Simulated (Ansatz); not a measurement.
The relaxed structure here is a generated cell of La2O3: the first start was made by placing the elements on the sites of a structure type, and the end was not matched to a known phase here, so it may be hypothetical. Known forms of La2O3 include space group No. 164.

The end point of a relaxation of La2O3. All values below come from r2SCAN (plane waves to 500 eV, PAW, scalar-relativistic; Ansatz, a first-principles code).

R32, hexagonal axes (No. 155), hR5; a = 5.9888 Å, b = 5.9888 Å, c = 8.6502 Å, α = 90.00°, β = 90.00°, γ = 120.00°.

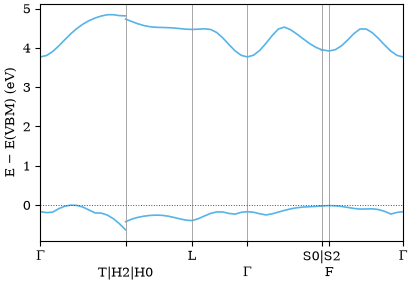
*Highest filled and lowest empty band along the path of this cell's Brillouin zone*

Task: Read off the gap and say whether it is direct.

Result: 3.77 eV, indirect (valence top at 36 % of the way from Γ to T, conduction bottom at Γ) (no spin-orbit coupling).

Task: How far does the top valence band disperse along this path?

Result: About 0.6 eV.

No spin polarisation in the result.

The run could not lose the symmetry of its start; a randomly shaken copy of 10 atoms returns to this structure.
